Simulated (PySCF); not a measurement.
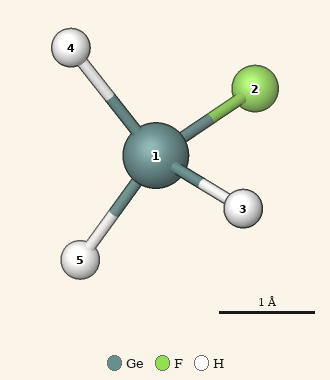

**Figure 1.** The structure (ball-and-stick view, seen at a tilt; atoms are numbered from 1 in the order of the input). Sticks mark near contacts. Bond lengths as drawn: F–Ge 1.74 Å and Ge–H 1.53 Å.

Run report: GeH$_{3}$F, frequency calculation

- system: GeH$_{3}$F
- method: RKS PBE0-D4/def2-TZVP, density fitting (PySCF 2.14.0)

The geometry comes from this level: PBE0-D4/def2-TZVP.

## Output
```
Vibrations: 635.73 635.98 699.01 870.25 870.41 872.61 2177.60 2187.17 2187.59 cm⁻¹, zero-point energy 0.690365 eV
Total energy -59276.073328 eV, <S^2> 0.0000
```

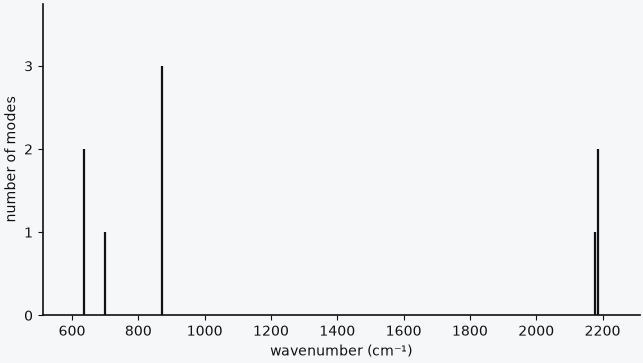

**Figure 2.** Harmonic vibrational wavenumbers from the force constants; neighbouring modes closer than 7 cm⁻¹ are counted in one stick. 9 modes from 636 to 2188 cm⁻¹, none imaginary.

This output came from the following input.

## The input
```python
import json, numpy as np
from pyscf import gto, scf, dft, mp, cc
EV, BOHR = 27.211386245988, 0.529177210903
mol = gto.M(atom="""
Ge -0.594933 -1.360094 -0.306083
F 0.711527 -0.749315 0.670851
H -0.713117 -2.853061 0.022693
H -1.842696 -0.568622 0.102854
H -0.192958 -1.110504 -1.764460
""", basis="def2-tzvp", charge=0, spin=0, max_memory=8670, verbose=0)
def mean_field(mol, dm=None):
    mf = dft.RKS(mol, xc="pbe0").density_fit()
    mf.conv_tol = 1e-9; mf.grids.level = 4
    mf.kernel(dm0=dm)
    if not mf.converged: mf = mf.newton().run(mf.mo_coeff, mf.mo_occ)
    assert mf.converged
    return mf
def d4(mol):
    from pyscf.dispersion.dftd4 import DFTD4Dispersion
    real = gto.M(atom=[(mol.atom_pure_symbol(i), mol.atom_coord(i)) for i in range(5)], unit='B', charge=mol.charge, spin=None, basis='def2-svp', verbose=0)
    r = DFTD4Dispersion(real, xc="pbe0", atm=True).get_dispersion(grad=True); return r["energy"], r["gradient"]
def energy_and_gradient(mol, dm=None):
    mf = mean_field(mol, dm); e, g = d4(mol)
    return mf, (mf.e_tot + e) * EV, (mf.nuc_grad_method().kernel()[:5] + g) * EV / BOHR
out = {}
from pyscf.hessian import thermo
mf = mean_field(mol); n = mol.natm; h = mf.Hessian().kernel(); x0 = mol.atom_coords()
for i in range(n):
    for a in range(3):
        g = []
        for s in (1, -1):
            x = x0.copy(); x[i, a] += s * 0.005; g.append(d4(mol.set_geom_(x, unit='B', inplace=False))[1])
        h[i, :, a, :] += (g[0] - g[1]) / 0.01
for i in range(n): h[i, i] -= h[i].sum(0)  # translational sum rule: the analytic Hessian lacks the grid's response
w = thermo.harmonic_analysis(mol, h, imaginary_freq=False)['freq_wavenumber']; r = w[w > 0] * 1.239842e-4; T = [298.15, 498.15, 698.15, 898.15]
print("Vibrations: " + " ".join(f"{a:.2f}" for a in w) + f" cm⁻¹, zero-point energy {r.sum() / 2:.6f} eV")
A = [r.sum() / 2 + 8.617333e-5 * t * np.log(1 - np.exp(-r / 8.617333e-5 / t)).sum() for t in T]
out.update(energy=(mf.e_tot + d4(mol)[0]) * EV, converged=True, hessian=(h.transpose(0, 2, 1, 3).reshape(3 * n, -1) * EV / BOHR**2).round(5).tolist(), temperatures=T, free_energy=A)
out['s2'] = mf.spin_square()[0]; out['nelec'] = mol.nelec
print(f"Total energy {out['energy']:.6f} eV, <S^2> {out['s2']:.4f}")
json.dump(out, open("out.json", "w"), default=float)
```

Command:
```bash
OMP_NUM_THREADS=4 python run.py
```

## Summary

- outcome: converged
- total energy: −59276.0733 eV
- hardware: 4 threads of Arm Neoverse V1, 23 GiB of memory available, shared host
- wall time: 35 s (CPU time 2 min)
- peak memory: 1.3 GiB
